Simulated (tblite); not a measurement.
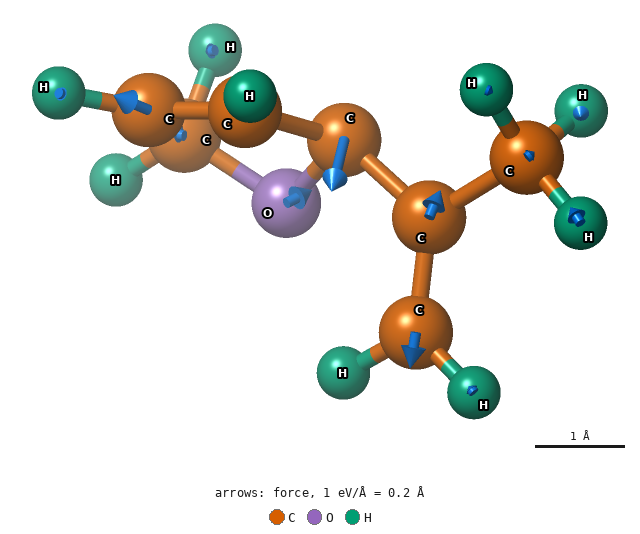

Starting geometry of C7H9O (multiplicity 2) with the computed forces as blue arrows. Style: ball-and-stick. Shown at a tilt.

Method: tblite, GFN2-xTB geometry optimisation, gas phase. 

> What follows when this structure is relaxed?

It isn't relaxed: the largest force vector, on a C atom, is 4.54 eV/Å. The final displacements have little in common with the starting forces (cosine between the two patterns 0.13). After 113 geometry steps the energy has fallen by 1.921 eV. The largest move after the best rigid fit is that of an H atom, 1.47 Å. Largest moves by element: H 1.47 Å, C 0.74 Å, O 0.56 Å. Among the contacts that change: C–C 1.511 → 1.409 Å, C–C 1.303 → 1.351 Å, C–H 1.124 → 1.086 Å, C–C 1.331 → 1.358 Å. Among the angles between lasting bonds that change: C–C–C 104.9° → 129.8°, C–C–O 112.1° → 120.3°, C–C–O 103.0° → 109.9°.
